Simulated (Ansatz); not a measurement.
**SiH3 (doublet): correlated methods under varied settings at distance H1–H2 along a hydrogen transfer = 1.036 Å**

Aim: run SiH3 (doublet) at one geometry under a spread of methods and options, and see what each costs and gives.

The runs use Ansatz 0.2.0, Gaussian basis; the settings change from run to run.

10 further runs of the same task are left out: 1 for a mislabelled method, 7 that didn't finish, 2 set aside as unsound or not needed.

**1. The geometry**

The geometry derives from fragments relaxed apart (PBE0/def2-TZVP) and kept rigid, so it is no stationary point. A hydrogen atom is moved between rigid fragments.

4 atoms, charge 0, spin multiplicity 2.

Atoms are counted from 1 here; the program's logs count them from 0.

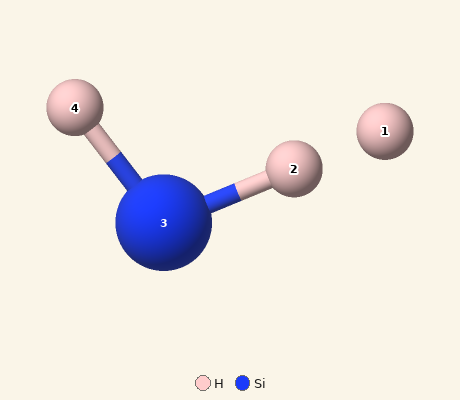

The structure; hydrogen pink, silicon blue; atoms are numbered from 1 in the order of the file.

**2. MRCISD+Q(3,5)/6-31G***

File in.yaml:

```yaml
crystal:
  periodic: [false, false, false]
  atoms:
    - {symbol: H, position_ang: [-2.406856, 0.047936, 0.000000]}
    - {symbol: H, position_ang: [-1.370856, 0.047936, 0.000000]}
    - {symbol: Si, position_ang: [0.117144, 0.047936, 0.000000]}
    - {symbol: H, position_ang: [0.513579, -1.431577, 0.000000]}
basis:
  gaussian: {orbitals: "6-31G*"}
magnetization: {spin_polarized: false, initial_magnetization: 1}
correlation: {method: fic_mrcisd_q, electrons: outside_noble_gas, active_space: {window: {electrons: 3, orbitals: 5}, states: [{multiplicity: 2, weights: [1, 1, 0.5, 1]}, {multiplicity: 4, weights: [1]}]}}
```

Started as:

```sh
$ ansatz run in.yaml --threads 1 --pin off --events-out ev --progress --plain --max-ram 2393MiB
```

What it wrote, shortened:

```text
Functional definition: HF
  name "HF"
  cite "Fock, Z. Phys. 61, 126 (1930) doi:10.1007/BF01340294"
  parent pbe
[...]
425 factors; integrals over basis functions are off by at most 1.9e-7 eV
[...]
mean field -7903.85245763 eV, -290.4612203944 hartree, gradient 1.9e-6 eV, S^2 0.750000; 3 other end points of the search recorded, 0 dependent functions left out
reference -7903.85245763 eV, -290.4612203944 hartree; 9, 8 occupied and 16, 17 virtual orbitals, 425 factors
state -7904.38851425 eV, -290.4809201115 hartree
state -7904.35027898 eV, -290.4795149913 hartree
state -7901.57178013 eV, -290.3774070419 hartree
state -7900.38344530 eV, -290.3337365427 hartree
contracted CI cycle   1: correlation 0.00000000 eV, 0.0000000000 hartree, residual 1.06e1 eV
contracted CI cycle   2: correlation -2.31969400 eV, -0.0852471821 hartree, residual 2.30e0 eV
contracted CI cycle   3: correlation -2.44804771 eV, -0.0899640940 hartree, residual 7.01e-1 eV
contracted CI cycle   4: correlation -2.46041595 eV, -0.0904186184 hartree, residual 2.38e-1 eV
contracted CI cycle   5: correlation -2.46173341 eV, -0.0904670341 hartree, residual 7.71e-2 eV
contracted CI cycle   6: correlation -2.46187673 eV, -0.0904723011 hartree, residual 2.60e-2 eV
contracted CI cycle   7: correlation -2.46189283 eV, -0.0904728926 hartree, residual 7.58e-3 eV
contracted CI cycle   8: correlation -2.46189421 eV, -0.0904729436 hartree, residual 2.27e-3 eV
[...]
contracted CI cycle   7: correlation -2.62666840 eV, -0.0965282831 hartree, residual 2.06e-2 eV
contracted CI cycle   8: correlation -2.62668056 eV, -0.0965287300 hartree, residual 7.24e-3 eV
contracted CI cycle   9: correlation -2.62668215 eV, -0.0965287887 hartree, residual 2.82e-3 eV
contracted CI cycle  10: correlation -2.62668240 eV, -0.0965287977 hartree, residual 1.08e-3 eV
contracted CI cycle  11: correlation -2.62668244 eV, -0.0965287991 hartree, residual 4.26e-4 eV
state -7900.38344530 eV, -290.3337365427 hartree; corrected -7903.25546017 eV, -290.4392811423 hartree
state -7903.41184294 eV, -290.4450281029 hartree
contracted CI cycle   1: correlation 0.00000000 eV, 0.0000000000 hartree, residual 1.03e1 eV
contracted CI cycle   2: correlation -2.21487094 eV, -0.0813950058 hartree, residual 1.98e0 eV
contracted CI cycle   3: correlation -2.32244474 eV, -0.0853482701 hartree, residual 6.40e-1 eV
contracted CI cycle   4: correlation -2.33418429 eV, -0.0857796907 hartree, residual 2.24e-1 eV
contracted CI cycle   5: correlation -2.33571936 eV, -0.0858361032 hartree, residual 9.84e-2 eV
contracted CI cycle   6: correlation -2.33602989 eV, -0.0858475149 hartree, residual 4.12e-2 eV
contracted CI cycle   7: correlation -2.33607415 eV, -0.0858491415 hartree, residual 1.50e-2 eV
contracted CI cycle   8: correlation -2.33607949 eV, -0.0858493378 hartree, residual 4.48e-3 eV
contracted CI cycle   9: correlation -2.33607999 eV, -0.0858493562 hartree, residual 1.35e-3 eV
contracted CI cycle  10: correlation -2.33608003 eV, -0.0858493577 hartree, residual 4.06e-4 eV
state -7903.41184294 eV, -290.4450281029 hartree; corrected -7905.90844885 eV, -290.5367766782 hartree
Total energy: -7905.63023776 eV, -290.5265526089 hartree
```

Wall time 1.6 s (1 thread of Arm Neoverse V1, shared host).

From the report: 22 determinants; active occupations (of the averaged states) 1.41, 0.87, 0.65, 0.07, 0.01.

**3. CISD/def2-mTZVP**

File in.yaml:

```yaml
crystal:
  periodic: [false, false, false]
  atoms:
    - {symbol: H, position_ang: [-2.406856, 0.047936, 0.000000]}
    - {symbol: H, position_ang: [-1.370856, 0.047936, 0.000000]}
    - {symbol: Si, position_ang: [0.117144, 0.047936, 0.000000]}
    - {symbol: H, position_ang: [0.513579, -1.431577, 0.000000]}
basis:
  gaussian: {orbitals: def2-mTZVP}
magnetization: {spin_polarized: false, initial_magnetization: 1}
correlation: {active_space: {ras: {orbitals: [3, 1, 22], electrons: 7, max_holes: 2, max_particles: 2}, fixed_orbitals: true}}
scf: {lower_state_search: off}
output: {forces: true}
```

Launched as before.

What it wrote, shortened:

```text
Functional definition: HF
  name "HF"
  cite "Fock, Z. Phys. 61, 126 (1930) doi:10.1007/BF01340294"
  parent pbe
[...]
292 factors; integrals over basis functions are off by at most 7.8e-4 eV
[...]
mean field -7904.19158432 eV, -290.4736830704 hartree, gradient 1.5e-6 eV, S^2 0.750000; 0 other end points of the search recorded, 0 dependent functions left out
reference -7904.19158432 eV, -290.4736830704 hartree; 9, 8 occupied and 22, 23 virtual orbitals, 292 factors
state -7907.33053408 eV, -290.5890373463 hartree
[...]
Total energy: -7907.33053408 eV, -290.5890373463 hartree
Atom 0 at    -2.406856     0.047936     0.000000 Å, force     2.423067    -0.457496     0.000000 eV/Å
Atom 1 at    -1.370856     0.047936     0.000000 Å, force    -5.632082     0.582199    -0.000000 eV/Å
Atom 2 at     0.117144     0.047936     0.000000 Å, force     3.426584    -0.209171     0.000000 eV/Å
Atom 3 at     0.513579    -1.431577     0.000000 Å, force    -0.217569     0.084469    -0.000000 eV/Å
Dipole moment:    -0.223292     0.008563     0.000000 e Å
Checks for a lower state left out: starts, cluster_reference, orbital_swaps, neighbouring_geometries, increment
```

Wall time 0.63 s (1 thread of Arm Neoverse V1, shared host).

From the report: 7,328 determinants.

**4. BCCD(T)/6-31++G****

File in.yaml:

```yaml
crystal:
  periodic: [false, false, false]
  atoms:
    - {symbol: H, position_ang: [-2.406856, 0.047936, 0.000000]}
    - {symbol: H, position_ang: [-1.370856, 0.047936, 0.000000]}
    - {symbol: Si, position_ang: [0.117144, 0.047936, 0.000000]}
    - {symbol: H, position_ang: [0.513579, -1.431577, 0.000000]}
basis:
  gaussian: {orbitals: "6-31++G**"}
magnetization: {spin_polarized: false, initial_magnetization: 1}
hamiltonian: {xc: {name: PBE0}, pseudopotentials: {relativity: scalar}}
correlation: {method: bccd_t, electrons: valence}
accuracy: high
```

The command is unchanged.

What it wrote, shortened:

```text
Functional definition: PBE0
  name "PBE0"
  cite "Adamo & Barone, J. Chem. Phys. 110, 6158 (1999) doi:10.1063/1.478522"
  cite "Perdew, Burke & Ernzerhof, Phys. Rev. Lett. 77, 3865 (1996) doi:10.1103/PhysRevLett.77.3865"
  parent pbe
[...]
738 factors; integrals over basis functions are off by at most 3.9e-9 eV
[...]
mean field -7932.28017208 eV, -291.5059196314 hartree, gradient 1.8e-8 eV, S^2 0.750000; 6 other end points of the search recorded, 0 dependent functions left out
unrestricted determinant -7919.16986427 eV, -291.0241247060 hartree, S^2 1.4112
5 core orbitals not correlated: weight in the atoms' cores, before any rotation towards them, 1.000 or more for the frozen orbitals, at most 0.000 for the correlated occupied ones
reference -7918.46198783 eV, -290.9981107263 hartree; 4, 3 occupied and 32, 33 virtual orbitals, 738 factors
second order -2.98850683 eV of doubles, -0.16914352 eV of singles
cycle   1  -3.62389750 eV  change   -4.7e-1 eV  update   7.1e-2
[...]
cycle  33  -3.91128639 eV  change  -1.9e-12 eV  update  4.5e-10
perturbative correction -0.11008234 eV, -0.0040454513 hartree
Total energy: -7922.48335656 eV, -291.1458933014 hartree
Relativity: scalar
```

It took 17 s on 1 thread of Arm Neoverse V1, shared host.

From the report: correlation -4.0214 eV; largest double amplitude 0.13.

**5. NEVPT2(7,7)/6-31++G****

in.yaml, as its differences from that of step 4:

```diff
@@ -10,4 +10,4 @@
 magnetization: {spin_polarized: false, initial_magnetization: 1}
-hamiltonian: {xc: {name: PBE0}, pseudopotentials: {relativity: scalar}}
-correlation: {method: bccd_t, electrons: valence}
+correlation: {method: sc_nevpt2, electrons: outside_noble_gas, active_space: {window: {electrons: 7, orbitals: 7}}}
 accuracy: high
+scf: {lower_state_search: off}
```

Launched as before.

What it wrote, shortened:

```text
Functional definition: HF
  name "HF"
  cite "Fock, Z. Phys. 61, 126 (1930) doi:10.1007/BF01340294"
  parent pbe
[...]
738 factors; integrals over basis functions are off by at most 3.7e-9 eV
[...]
mean field -7903.82203784 eV, -290.4601024877 hartree, gradient 9.8e-8 eV, S^2 0.750000; 0 other end points of the search recorded, 0 dependent functions left out
reference -7903.82203784 eV, -290.4601024877 hartree; 9, 8 occupied and 32, 33 virtual orbitals, 738 factors
state -7905.68082775 eV, -290.5284117570 hartree
state -7905.68082775 eV, -290.5284117570 hartree; corrected -7907.18235404 eV, -290.5835918302 hartree
Total energy: -7907.18235404 eV, -290.5835918302 hartree
Checks for a lower state left out: stability, starts, cluster_reference, orbital_swaps, neighbouring_geometries, increment
```

It took 2 s on 1 thread of Arm Neoverse V1, shared host.

From the report: 625 determinants; active occupations 1.98, 1.97, 1.83, 1.00, 0.17, 0.03, 0.02.

**6. BCCD on ROHF/def2-mTZVP**

in.yaml, as its differences from that of step 5:

```diff
@@ -8,6 +8,5 @@
 basis:
-  gaussian: {orbitals: "6-31++G**"}
+  gaussian: {orbitals: def2-mTZVP}
 magnetization: {spin_polarized: false, initial_magnetization: 1}
-correlation: {method: sc_nevpt2, electrons: outside_noble_gas, active_space: {window: {electrons: 7, orbitals: 7}}}
+correlation: {method: bccd, electrons: outside_noble_gas}
 accuracy: high
-scf: {lower_state_search: off}
```

The command is unchanged.

What it wrote, shortened:

```text
Functional definition: HF
  name "HF"
  cite "Fock, Z. Phys. 61, 126 (1930) doi:10.1007/BF01340294"
  parent pbe
[...]
528 factors; integrals over basis functions are off by at most 3.7e-9 eV
[...]
mean field -7904.40319320 eV, -290.4814595530 hartree, gradient 2.3e-8 eV, S^2 0.750000; 4 other end points of the search recorded, 0 dependent functions left out
[...]
determinant -7904.40319320 eV, -290.4814595530 hartree, with singles and doubles -7907.29266656 eV, -290.5876457406 hartree
determinant -7904.19159453 eV, -290.4736834453 hartree, with singles and doubles -7907.49790905 eV, -290.5951882630 hartree
determinant -7900.97482308 eV, -290.3554692750 hartree, with singles and doubles -7904.22654565 eV, -290.4749678755 hartree
determinant -7904.40319320 eV, -290.4814595530 hartree, with singles and doubles -7907.29331467 eV, -290.5876695581 hartree
determinant -7904.19159453 eV, -290.4736834453 hartree, with singles and doubles -7907.49778382 eV, -290.5951836608 hartree
unrestricted determinant -7904.72744456 eV, -290.4933755709 hartree, S^2 1.1976
5 core orbitals not correlated: weight in the atoms' cores, before any rotation towards them, 1.000 or more for the frozen orbitals, at most 0.000 for the correlated occupied ones
reference -7904.19159453 eV, -290.4736834453 hartree; 4, 3 occupied and 22, 23 virtual orbitals, 528 factors
second order -2.34458558 eV of doubles, -0.05891679 eV of singles
cycle   1  -3.31067219 eV  change   -4.5e-3 eV  update   1.3e-2
[...]
cycle  31  -3.30165249 eV  change  -1.1e-10 eV  update  8.6e-10
Total energy: -7907.49324702 eV, -290.5950169365 hartree
```

Wall time 2.1 s (1 thread of Arm Neoverse V1, shared host).

From the report: correlation -3.3017 eV; largest double amplitude 0.16.

**7. CASSCF(5,5)/6-31++G****

in.yaml, as its differences from that of step 6:

```diff
@@ -8,5 +8,5 @@
 basis:
-  gaussian: {orbitals: def2-mTZVP}
+  gaussian: {orbitals: "6-31++G**"}
 magnetization: {spin_polarized: false, initial_magnetization: 1}
-correlation: {method: bccd, electrons: outside_noble_gas}
-accuracy: high
+correlation: {active_space: {window: {electrons: 5, orbitals: 5}}}
+output: {forces: true}
```

Launched as before.

What it wrote, shortened:

```text
Functional definition: HF
  name "HF"
  cite "Fock, Z. Phys. 61, 126 (1930) doi:10.1007/BF01340294"
  parent pbe
[...]
363 factors; integrals over basis functions are off by at most 1.8e-3 eV
[...]
mean field -7904.04839693 eV, -290.4684210307 hartree, gradient 5.2e-6 eV, S^2 0.750000; 3 other end points of the search recorded, 0 dependent functions left out
reference -7904.04839693 eV, -290.4684210307 hartree; 9, 8 occupied and 32, 33 virtual orbitals, 363 factors
state -7905.22836560 eV, -290.5117840797 hartree
[...]
Total energy: -7905.22836560 eV, -290.5117840797 hartree
Atom 0 at    -2.406856     0.047936     0.000000 Å, force     1.714321    -0.473921    -0.000000 eV/Å
Atom 1 at    -1.370856     0.047936     0.000000 Å, force    -4.942813     0.709356     0.000000 eV/Å
Atom 2 at     0.117144     0.047936     0.000000 Å, force     3.428637    -0.627586    -0.000000 eV/Å
Atom 3 at     0.513579    -1.431577     0.000000 Å, force    -0.200145     0.392151    -0.000000 eV/Å
Dipole moment:    -0.166031     0.037018     0.000000 e Å
```

Wall time 2 s (1 thread of Arm Neoverse V1, shared host).

From the report: 100 determinants; active occupations 1.98, 1.83, 1.00, 0.17, 0.02.

**8. CCSDT(Q) on ROHF/6-31G**

in.yaml, as its differences from that of step 7:

```diff
@@ -8,5 +8,5 @@
 basis:
-  gaussian: {orbitals: "6-31++G**"}
+  gaussian: {orbitals: 6-31G}
 magnetization: {spin_polarized: false, initial_magnetization: 1}
-correlation: {active_space: {window: {electrons: 5, orbitals: 5}}}
+correlation: {method: ccsdt_q, electrons: all}
 output: {forces: true}
```

Launched as before.

What it wrote, shortened:

```text
Functional definition: HF
  name "HF"
  cite "Fock, Z. Phys. 61, 126 (1930) doi:10.1007/BF01340294"
  parent pbe
[...]
388 factors; integrals over basis functions are off by at most 9.4e-8 eV
[...]
mean field -7903.17156897 eV, -290.4361981975 hartree, gradient 1.2e-6 eV, S^2 0.750000; 4 other end points of the search recorded, 0 dependent functions left out
[...]
determinant -7903.17156897 eV, -290.4361981975 hartree, with singles and doubles -7905.32717475 eV, -290.5154152488 hartree
determinant -7903.11644733 eV, -290.4341725147 hartree, with singles and doubles -7905.66749114 eV, -290.5279216456 hartree
determinant -7900.05422975 eV, -290.3216380942 hartree, with singles and doubles -7902.42895056 eV, -290.4089074744 hartree
determinant -7903.17156897 eV, -290.4361981975 hartree, with singles and doubles -7905.32747185 eV, -290.5154261671 hartree
determinant -7903.11644733 eV, -290.4341725147 hartree, with singles and doubles -7905.66666262 eV, -290.5278911979 hartree
unrestricted determinant -7903.57506925 eV, -290.4510265592 hartree, S^2 1.3944
reference -7903.11644733 eV, -290.4341725147 hartree; 9, 8 occupied and 10, 11 virtual orbitals, 388 factors
second order -1.70870424 eV of doubles, -0.02812050 eV of singles
cycle   1  -2.17754274 eV  change   -4.4e-1 eV  update   7.9e-2
[...]
cycle  23  -2.61612980 eV  change    1.3e-7 eV  update   1.8e-7
perturbative correction -0.00197695 eV, -0.0000726516 hartree
[...]
Total energy: -7905.73455408 eV, -290.5303861632 hartree
Atom 0 at    -2.406856     0.047936     0.000000 Å, force     1.866675    -0.467760     0.000000 eV/Å
Atom 1 at    -1.370856     0.047936     0.000000 Å, force    -5.279051     0.705842    -0.000000 eV/Å
Atom 2 at     0.117144     0.047936     0.000000 Å, force     3.352438     0.314376     0.000000 eV/Å
Atom 3 at     0.513579    -1.431577     0.000000 Å, force     0.059938    -0.552458     0.000000 eV/Å
Dipole moment:    -0.170707    -0.025713    -0.000000 e Å
```

Run time: 50 s. Hardware: 1 thread of Arm Neoverse V1, shared host; peak memory 0.69 GiB.

From the report: correlation -2.6181 eV; T1 0.024; largest double amplitude 0.19.

**9. The runs in one table**

| level | correlated | functions | energy (eV) | time |
| --- | --- | --- | --- | --- |
| MRCISD+Q(3,5)/6-31G* (mean of several states) | outside noble gas | 25 | -7905.6302 | 1.6 s |
| CISD/def2-mTZVP | outside noble gas | 31 | -7907.3305 | 0.63 s |
| BCCD(T)/6-31++G** (on PBE0 orbitals, relativity set) | valence | 41 | -7922.4834 | 17 s |
| NEVPT2(7,7)/6-31++G** | outside noble gas | 41 | -7907.1824 | 2 s |
| BCCD on ROHF/def2-mTZVP | outside noble gas | 31 | -7907.4932 | 2.1 s |
| CASSCF(5,5)/6-31++G** |  | 41 | -7905.2284 | 2 s |
| CCSDT(Q) on ROHF/6-31G | all | 19 | -7905.7346 | 50 s |

**10. What came out**

```
quantity                         value
    runs                             7
quickest       CISD/def2-mTZVP, 0.63 s
 slowest  CCSDT(Q) on ROHF/6-31G, 50 s
```

What this shows: Total energies in different bases, with other cores or another treatment of relativity can't be set against each other. CCSDT(Q) on ROHF/6-31G took 79 times as long as CISD/def2-mTZVP; the jobs differ in more than the method.
